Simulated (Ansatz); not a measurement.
# H₆NO₂ScSi: ionisation energy by level of theory

Aim: the vertical ionisation energy of H₆NO₂ScSi, as cation minus neutral at the neutral's geometry, on several levels, and how well −ε(HOMO) stands in for it.

Program: Ansatz 0.2.0, Gaussian basis. Level of theory: unrestricted cation, the program's frozen cores in correlated methods. These are calculated values, not measurements.

Levels to be run: UKS PBE-D4/def2-TZVPP; UKS r2SCAN-D4/def2-TZVPP; UKS PBE0-D4/def2-TZVPP; UKS B3LYP-D4/def2-TZVPP; UKS wB97X-V/def2-TZVPP; UKS wB97M-V/def2-TZVPP; UKS B2PLYP/def2-TZVPP; UHF-CCSD(T)/def2-TZVPP; UHF-MP2/def2-QZVPP; extrapolation to the limit; then −ε(HOMO) from the neutral's earlier runs with LDA (SPW92), PBE-D4, revPBE-D4, BLYP-D4, r2SCAN-D4, B97M-V, PBE0-D4, B3LYP-D4, r2SCANh-D4, r2SCAN0-D4, HSE06-D4, BHLYP-D4, CAM-B3LYP-D4, LC-ωPBE, ωB97X-V, ωB97M-V.

## (1) Structure used throughout

An earlier PBE0-D4 in a triple-zeta def2 set relaxation fixed the geometry.

SMILES `[NH2][Sc]([OH])[O][SiH3]`, 11 atoms, charge 0, spin multiplicity 1.

Atoms are counted from 1 here; the program's logs count them from 0.

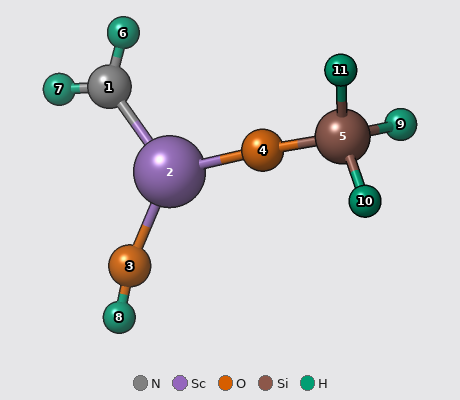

The structure; nitrogen grey, scandium purple, oxygen orange, silicon brown, hydrogen teal; atoms are numbered from 1 in the order of the file.

## (2) Cation, UKS PBE-D4/def2-TZVPP

in.yaml

```yaml
crystal:
  periodic: [false, false, false]
  atoms:
    - {symbol: N, position_ang: [0.145016, 1.218054, 2.210213]}
    - {symbol: Sc, position_ang: [0.441669, -0.281348, 0.951597]}
    - {symbol: O, position_ang: [1.349888, -1.773004, 1.615777]}
    - {symbol: O, position_ang: [-0.225038, -0.076192, -0.822508]}
    - {symbol: Si, position_ang: [-0.767775, 0.020291, -2.349975]}
    - {symbol: H, position_ang: [-0.328023, 2.088649, 2.002745]}
    - {symbol: H, position_ang: [0.437696, 1.254324, 3.178268]}
    - {symbol: H, position_ang: [1.784443, -2.607829, 1.760931]}
    - {symbol: H, position_ang: [-2.216447, -0.323474, -2.417594]}
    - {symbol: H, position_ang: [-0.028412, -0.918499, -3.241172]}
    - {symbol: H, position_ang: [-0.593028, 1.399019, -2.888273]}
basis:
  gaussian: {orbitals: def2-TZVPP}
total_charge: 1
magnetization: {spin_polarized: true, initial_magnetization: 1}
hamiltonian: {xc: pbe, dispersion: d4}
```

Command:

```
ansatz run in.yaml --threads 2 --pin off --events-out ev --progress --plain --max-ram 32768MiB --backend cuda --devices 0, --max-vram 18GiB
```

Standard output:

```text
Functional definition: PBE
  name "PBE"
  cite "Perdew, Burke & Ernzerhof, Phys. Rev. Lett. 77, 3865 (1996) doi:10.1103/PhysRevLett.77.3865"
  parent pbe
  parameter kappa = 0.804
  parameter beta = 0.06672455060314922
  exchange = pbe_x(kappa = kappa, mu = beta*pi^2/3)
  correlation = pbe_c(beta = beta)
1538 factors; their error is unknown
mean field evaluation 1: about -34197.1304 eV, gradient 1.1e2 eV
mean field evaluation 2: about -33719.5722 eV, gradient 2.8e2 eV
mean field evaluation 4: about -34213.8815 eV, gradient 8.2e1 eV
mean field evaluation 8: about -34241.0923 eV, gradient 1.4e1 eV
mean field evaluation 16: about -34241.9363 eV, gradient 9.1e0 eV
mean field evaluation 32: about -34242.7416 eV, gradient 2.6e-6 eV
mean field evaluation 64: about -34242.0500 eV, gradient 3.8e0 eV
mean field evaluation 96: about -34241.8106 eV, gradient 3.9e0 eV
mean field -34242.74159519 eV, -1258.3975430594 hartree, gradient 3.0e-6 eV, S^2 0.755769; 10 other end points of the search recorded, 0 dependent functions left out
reference -34242.74166135 eV, -1258.3975454908 hartree; 32, 31 occupied and 251, 252 virtual orbitals, 1538 factors
Total energy: -34242.92286296 eV, -1258.4042045272 hartree
```

It took 18 s on 1 × H100 (card shared with other runs) with 2 threads of AMD EPYC 7R13, shared host; peak host memory 0.91 GiB.

Less the neutral's -34251.7938 eV (earlier run), this gives 8.871 eV. ⟨S²⟩ = 0.756.

## (3) Cation, UKS r2SCAN-D4/def2-TZVPP

Edit in.yaml of step 2 so:

```diff
@@ -18,2 +18,2 @@
 magnetization: {spin_polarized: true, initial_magnetization: 1}
-hamiltonian: {xc: pbe, dispersion: d4}
+hamiltonian: {xc: r2scan, dispersion: d4}
```

Launched as before.

Standard output, shortened:

```text
Functional definition: r2SCAN
  name "r2SCAN"
  cite "Furness, Kaplan, Ning, Perdew & Sun, J. Phys. Chem. Lett. 11, 8208 (2020) doi:10.1021/acs.jpclett.0c02405"
  cite "Furness, Kaplan, Ning, Perdew & Sun, J. Phys. Chem. Lett. 11, 9248 (2020) doi:10.1021/acs.jpclett.0c03077"
  parent r2scan
[...]
1538 factors; their error is unknown
[...]
mean field -34254.64248807 eV, -1258.8348928061 hartree, gradient 1.2e-6 eV, S^2 0.761455; 8 other end points of the search recorded, 0 dependent functions left out
reference -34254.64251391 eV, -1258.8348937556 hartree; 32, 31 occupied and 251, 252 virtual orbitals, 1538 factors
Total energy: -34254.68923325 eV, -1258.8366106598 hartree
```

Wall time 19 s (1 × H100 (card shared with other runs) with 2 threads of AMD EPYC 7R13, shared host); peak host memory 0.99 GiB.

The neutral molecule at this level: -34263.6560 eV. Difference: 8.967 eV. ⟨S²⟩ = 0.761.

## (4) Cation, UKS PBE0-D4/def2-TZVPP

Edit in.yaml of step 3 so:

```diff
@@ -18,2 +18,2 @@
 magnetization: {spin_polarized: true, initial_magnetization: 1}
-hamiltonian: {xc: r2scan, dispersion: d4}
+hamiltonian: {xc: pbe0, dispersion: d4}
```

Launched as before.

Standard output, shortened:

```text
Functional definition: PBE0
  name "PBE0"
  cite "Adamo & Barone, J. Chem. Phys. 110, 6158 (1999) doi:10.1063/1.478522"
  cite "Perdew, Burke & Ernzerhof, Phys. Rev. Lett. 77, 3865 (1996) doi:10.1103/PhysRevLett.77.3865"
  parent pbe
[...]
1644 factors; their error is unknown
[...]
mean field -34244.01744781 eV, -1258.4444297784 hartree, gradient 9.8e-6 eV, S^2 0.759273; 8 other end points of the search recorded, 0 dependent functions left out
reference -34244.01749587 eV, -1258.4444315446 hartree; 32, 31 occupied and 251, 252 virtual orbitals, 1644 factors
Total energy: -34244.17332171 eV, -1258.4501580386 hartree
```

Run time: 27 s. Hardware: 1 × H100 (card shared with other runs) with 2 threads of AMD EPYC 7R13, shared host; peak host memory 0.94 GiB.

The neutral molecule at this level: -34253.3803 eV. Difference: 9.207 eV. ⟨S²⟩ = 0.759.

## (5) Cation, UKS B3LYP-D4/def2-TZVPP

Edit in.yaml of step 4 so:

```diff
@@ -18,2 +18,2 @@
 magnetization: {spin_polarized: true, initial_magnetization: 1}
-hamiltonian: {xc: pbe0, dispersion: d4}
+hamiltonian: {xc: {name: B3LYP}, dispersion: d4}
```

Same command.

Standard output, shortened:

```text
Functional definition: B3LYP
  name "B3LYP"
  cite "Stephens, Devlin, Chabalowski & Frisch, J. Phys. Chem. 98, 11623 (1994) doi:10.1021/j100096a001"
  cite "Becke, Phys. Rev. A 38, 3098 (1988) doi:10.1103/PhysRevA.38.3098"
  cite "Lee, Yang & Parr, Phys. Rev. B 37, 785 (1988) doi:10.1103/PhysRevB.37.785"
  cite "Vosko, Wilk & Nusair, Can. J. Phys. 58, 1200 (1980) doi:10.1139/p80-159"
[...]
1644 factors; their error is unknown
[...]
mean field -34260.12964532 eV, -1259.0365421157 hartree, gradient 7.0e-6 eV, S^2 0.760646; 10 other end points of the search recorded, 0 dependent functions left out
reference -34260.12998016 eV, -1259.0365544208 hartree; 32, 31 occupied and 251, 252 virtual orbitals, 1644 factors
Total energy: -34260.42111833 eV, -1259.0472535513 hartree
```

Run time: 28 s. Hardware: 1 × H100 (card shared with other runs) with 2 threads of AMD EPYC 7R13, shared host; peak host memory 0.94 GiB.

The neutral molecule at this level: -34269.6909 eV. Difference: 9.270 eV. ⟨S²⟩ = 0.761.

## (6) Cation, UKS wB97X-V/def2-TZVPP

Edit in.yaml of step 5 so:

```diff
@@ -18,2 +18,2 @@
 magnetization: {spin_polarized: true, initial_magnetization: 1}
-hamiltonian: {xc: {name: B3LYP}, dispersion: d4}
+hamiltonian: {xc: {name: wB97X-V}}
```

Launched as before.

Standard output, shortened:

```text
Functional definition: wB97X-V
  name "wB97X-V"
  cite "Mardirossian & Head-Gordon, Phys. Chem. Chem. Phys. 16, 9904 (2014) doi:10.1039/C3CP54374A"
  cite "Becke, J. Chem. Phys. 107, 8554 (1997) doi:10.1063/1.475007"
  cite "Vydrov & Van Voorhis, J. Chem. Phys. 133, 244103 (2010) doi:10.1063/1.3521275"
[...]
      + integral(e_c_pw_opposite_spin*poly(b97_u_opposite, cos0, cos1)) + vv10(b, c)
1620 factors; their error is unknown
364 factors; integrals over basis functions are off by at most 1.3e-5 eV
[...]
mean field -34252.57230996 eV, -1258.7588151638 hartree, gradient 6.2e-5 eV, S^2 0.752724; 0 other end points of the search recorded, 0 dependent functions left out
reference -34252.57230698 eV, -1258.7588150541 hartree; 32, 31 occupied and 251, 252 virtual orbitals, 1620 factors
Total energy: -34252.57230698 eV, -1258.7588150541 hartree
```

It took 11 s on 1 × H100 (card shared with other runs) with 2 threads of AMD EPYC 7R13, shared host; peak host memory 1.1 GiB.

Less the neutral's -34261.9163 eV (earlier run), this gives 9.344 eV. ⟨S²⟩ = 0.753.

## (7) Cation, UKS wB97M-V/def2-TZVPP

Edit in.yaml of step 6 so:

```diff
@@ -18,2 +18,2 @@
 magnetization: {spin_polarized: true, initial_magnetization: 1}
-hamiltonian: {xc: {name: wB97X-V}}
+hamiltonian: {xc: {name: wB97M-V}}
```

The command is unchanged.

Standard output, shortened:

```text
Functional definition: wB97M-V
  name "wB97M-V"
  cite "Mardirossian & Head-Gordon, J. Chem. Phys. 144, 214110 (2016) doi:10.1063/1.4952647"
  cite "Becke, J. Chem. Phys. 107, 8554 (1997) doi:10.1063/1.475007"
  cite "Vydrov & Van Voorhis, J. Chem. Phys. 133, 244103 (2010) doi:10.1063/1.3521275"
  # Of w^i u^j: cxij and so on, Table III.
[...]
  gx(w, u) = 1 - cx + cx01*u + cx10*w
  gss(w, u) = css00 + css04*u^4 + css10*w + css20*w^2 + css43*w^4*u^3
  gos(w, u) = cos00 + cos10*w + (cos20 + cos21*u)*w^2 + (cos60 + cos61*u)*w^6
[...]
      + integral(e_c_pw_mod_opposite_spin*gos(b97_w_opposite, b97_u_opposite)) + vv10(b, c)
1593 factors; their error is unknown
364 factors; integrals over basis functions are off by at most 1.3e-5 eV
[...]
mean field -34254.83256319 eV, -1258.8418779379 hartree, gradient 5.4e-5 eV, S^2 0.752907; 0 other end points of the search recorded, 0 dependent functions left out
reference -34254.83263872 eV, -1258.8418807133 hartree; 32, 31 occupied and 251, 252 virtual orbitals, 1593 factors
Total energy: -34254.83263872 eV, -1258.8418807133 hartree
```

Wall time 8.5 s (1 × H100 (card shared with other runs) with 2 threads of AMD EPYC 7R13, shared host); peak host memory 1.1 GiB.

The neutral molecule at this level: -34264.2000 eV. Difference: 9.367 eV. ⟨S²⟩ = 0.753.

## (8) Cation, UKS B2PLYP (frozen core)/def2-TZVPP

Edit in.yaml of step 7 so:

```diff
@@ -18,2 +18,2 @@
 magnetization: {spin_polarized: true, initial_magnetization: 1}
-hamiltonian: {xc: {name: wB97M-V}}
+hamiltonian: {xc: {name: B2PLYP}}
```

Same command.

Standard output, shortened:

```text
Functional definition: B2PLYP
  name "B2PLYP"
  cite "Grimme, J. Chem. Phys. 124, 034108 (2006) doi:10.1063/1.2148954"
  cite "Becke, Phys. Rev. A 38, 3098 (1988) doi:10.1103/PhysRevA.38.3098"
  cite "Lee, Yang & Parr, Phys. Rev. B 37, 785 (1988) doi:10.1103/PhysRevB.37.785"
[...]
1725 factors; integrals over basis functions are off by at most 1.1e-3 eV
[...]
mean field -34237.83543312 eV, -1258.2172449290 hartree, gradient 6.4e-6 eV, S^2 0.754623; 1 other end points of the search recorded, 0 dependent functions left out
13 core orbitals not correlated: weight in the atoms' cores, before any rotation towards them, 1.000 or more for the frozen orbitals, at most 0.000 for the correlated occupied ones
reference -34237.83563912 eV, -1258.2172524993 hartree; 19, 18 occupied and 251, 252 virtual orbitals, 1725 factors
second order -35.54045356 eV of doubles, -0.00000000 eV of singles
Total energy: -34247.43156159 eV, -1258.5698961454 hartree
```

It took 8.5 s on 1 × H100 (card shared with other runs) with 2 threads of AMD EPYC 7R13, shared host; peak host memory 1.3 GiB.

The neutral molecule at this level: -34256.7292 eV. Difference: 9.298 eV. ⟨S²⟩ = 0.755.

## (9) Cation, UHF-CCSD(T)/def2-TZVPP

Edit in.yaml of step 8 so:

```diff
@@ -18,2 +18,3 @@
 magnetization: {spin_polarized: true, initial_magnetization: 1}
-hamiltonian: {xc: {name: B2PLYP}}
+correlation: {method: ccsd_t}
+scf: {omitted_lower_state_checks: [cluster_reference]}
```

Same command.

Standard output, shortened:

```text
Functional definition: HF
  name "HF"
  cite "Fock, Z. Phys. 61, 126 (1930) doi:10.1007/BF01340294"
  parent pbe
[...]
1725 factors; integrals over basis functions are off by at most 1.1e-3 eV
[...]
mean field -34188.78431461 eV, -1256.4146495716 hartree, gradient 3.1e-6 eV, S^2 0.758382; 2 other end points of the search recorded, 0 dependent functions left out
13 core orbitals not correlated: weight in the atoms' cores, before any rotation towards them, 1.000 or more for the frozen orbitals, at most 0.000 for the correlated occupied ones
reference -34188.78431461 eV, -1256.4146495716 hartree; 19, 18 occupied and 251, 252 virtual orbitals, 1725 factors
second order -28.94872297 eV of doubles, -0.00000000 eV of singles
cycle   1  -29.27469430 eV  change   -3.3e-1 eV  update   1.5e-1
[...]
cycle  14  -30.22310510 eV  change    2.9e-6 eV  update   2.7e-5
perturbative correction -1.09272845 eV, -0.0401570297 hartree
Total energy: -34220.10014815 eV, -1257.5654852276 hartree
Checks for a lower state left out: cluster_reference
```

It took 31 s on 1 × H100 (card shared with other runs) with 2 threads of AMD EPYC 7R13, shared host; peak host memory 0.89 GiB.

The neutral molecule at this level: -34229.4025 eV. Difference: 9.302 eV. ⟨S²⟩ = 0.758. T1 = 0.017 (report).

## (10) Cation, UHF-MP2/def2-QZVPP

Edit in.yaml of step 9 so:

```diff
@@ -15,6 +15,6 @@
 basis:
-  gaussian: {orbitals: def2-TZVPP}
+  gaussian: {orbitals: "def2-QZVPP.json"}
 total_charge: 1
 magnetization: {spin_polarized: true, initial_magnetization: 1}
-correlation: {method: ccsd_t}
+correlation: {method: mp2}
 scf: {omitted_lower_state_checks: [cluster_reference]}
```

The command is unchanged.

Standard output, shortened:

```text
Functional definition: HF
  name "HF"
  cite "Fock, Z. Phys. 61, 126 (1930) doi:10.1007/BF01340294"
  parent pbe
[...]
3149 factors; integrals over basis functions are off by at most 1.2e-3 eV
[...]
mean field -34189.68870983 eV, -1256.4478854829 hartree, gradient 1.7e-6 eV, S^2 0.758479; 3 other end points of the search recorded, 0 dependent functions left out
13 core orbitals not correlated: weight in the atoms' cores, before any rotation towards them, 1.000 or more for the frozen orbitals, at most 0.000 for the correlated occupied ones
reference -34189.68870983 eV, -1256.4478854829 hartree; 19, 18 occupied and 482, 483 virtual orbitals, 3149 factors
second order -31.79741180 eV of doubles, -0.00000000 eV of singles
Total energy: -34221.48612163 eV, -1257.6164188134 hartree
Checks for a lower state left out: cluster_reference
```

It took 22 s on 1 × H100 (card shared with other runs) with 2 threads of AMD EPYC 7R13, shared host; peak host memory 1.4 GiB.

The neutral molecule at this level: -34231.0410 eV. Difference: 9.555 eV. ⟨S²⟩ = 0.758.

## (11) Extrapolating to the complete basis

This step is arithmetic on the last runs, with X = 3 and 4: exp(−7.88√X) for Hartree-Fock, X^−2.97 for correlation; only MP2 was run in the larger set, so CCSD(T) minus MP2 is added from the smaller one.

| level | energy at the limit (eV) |
| --- | --- |
| HF | -34189.8133 |
| MP2 | -34223.7208 |
| CCSD | -34224.9952 |
| CCSD(T) | -34226.0879 |

The neutral's limit, from its own earlier runs, is -34235.5535 eV in the additive form (MP2 limit plus CCSD(T) minus MP2 in triple zeta), in which the cation has -34226.0879 eV.

## (12) Ionisation energies side by side

Differences are taken before rounding.

| method | ionisation energy (eV) | from CCSD(T)/CBS (eV) | time |
| --- | --- | --- | --- |
| PBE-D4 | 8.87 | -0.59 | 24 s |
| r2SCAN-D4 | 8.97 | -0.50 | 27 s |
| PBE0-D4 | 9.21 | -0.26 | 33 s |
| B3LYP-D4 | 9.27 | -0.20 | 35 s |
| ωB97X-V | 9.34 | -0.12 | 20 s |
| ωB97M-V | 9.37 | -0.10 | 18 s |
| B2PLYP | 9.30 | -0.17 | 16 s |
| HF/def2-TZVPP | 7.83 | -1.64 |  |
| MP2/def2-TZVPP | 9.46 | 0.00 |  |
| CCSD/def2-TZVPP | 9.22 | -0.25 |  |
| CCSD(T)/def2-TZVPP | 9.30 | -0.16 | 52 s |
| CCSD(T)/CBS | 9.47 | 0 | 84 s |

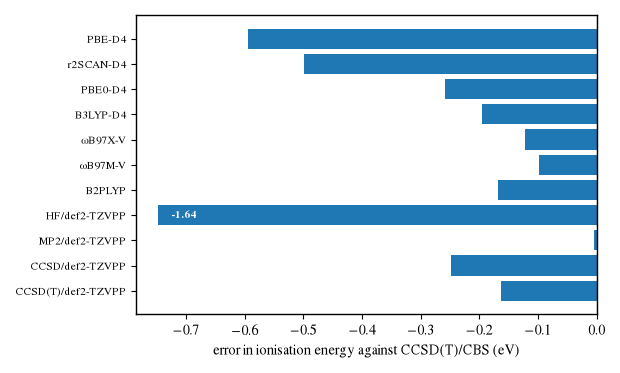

Error of each method against CCSD(T)/CBS. Bars with a number in them are cut short.

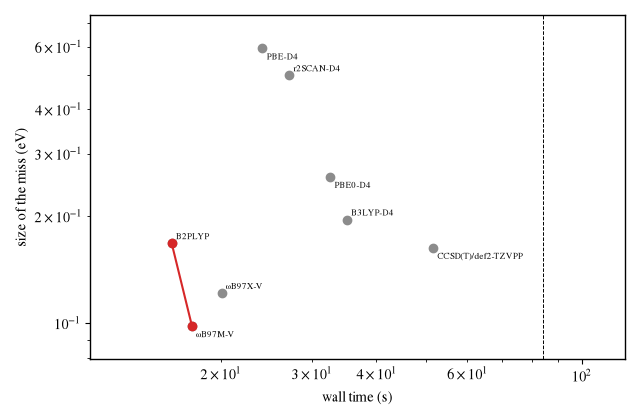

Miss against cost. Red marks the levels that no quicker level drawn beats (of those quicker than the yardstick), and the dashed line is the time of CCSD(T)/CBS. Times are from a shared host.

Times add the cation's run and the neutral's; HF, MP2 and CCSD come out of the CCSD(T) runs.

For comparison, −ε(HOMO) of the neutral from earlier runs:

| functional | −ε(HOMO) (eV) | by energy difference (eV) |
| --- | --- | --- |
| LDA (SPW92) | 5.97 |  |
| PBE-D4 | 5.78 | 8.87 |
| revPBE-D4 | 5.71 |  |
| BLYP-D4 | 5.67 |  |
| r2SCAN-D4 | 6.03 | 8.97 |
| B97M-V | 6.09 |  |
| PBE0-D4 | 7.09 | 9.21 |
| B3LYP-D4 | 6.87 | 9.27 |
| r2SCANh-D4 | 6.53 |  |
| r2SCAN0-D4 | 7.28 |  |
| HSE06-D4 | 6.69 |  |
| BHLYP-D4 | 8.32 |  |
| CAM-B3LYP-D4 | 8.53 |  |
| LC-ωPBE | 9.93 |  |
| ωB97X-V | 9.55 | 9.34 |
| ωB97M-V | 9.48 | 9.37 |

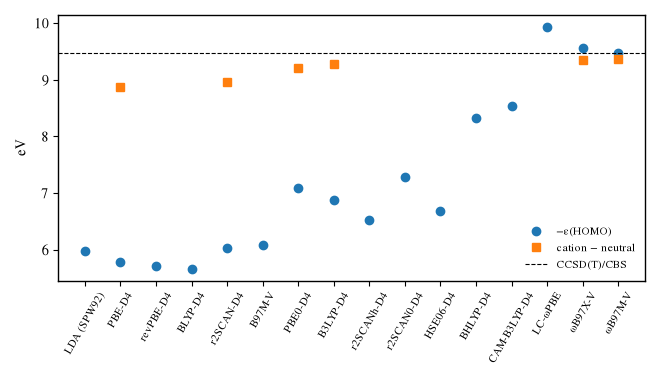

Orbital estimates and energy differences by functional.

## (13) Outcome

| quantity | value |
| --- | --- |
| ionisation energy, CCSD(T)/CBS | 9.47 eV |
| nearest functional by difference | ωB97M-V (-0.10 eV) |
| nearest −ε(HOMO) | ωB97M-V (+0.01 eV) |
| −ε(HOMO) of PBE | 5.78 eV |
| T1 of the cation | 0.017 |

What this shows: Energy differences with functionals land within 0.59 eV of the reference. The PBE orbital energy is 3.7 eV too small: a semilocal HOMO is no ionisation energy. Among orbital estimates ωB97M-V comes nearest. Hartree-Fock falls 1.64 eV short, as the neutral has more correlation energy than the cation. The cation may have settled in a state other than its lowest; no search over hole states beyond the program's own was made. Correlated methods include outer-core shells of Sc, which these sets cover unevenly.

For cost: ωB97M-V gets within 0.10 eV in 18 s, where CCSD(T)/CBS took 84 s; the quickest level in the cost chart, B2PLYP, takes 16 s and misses by 0.17 eV.
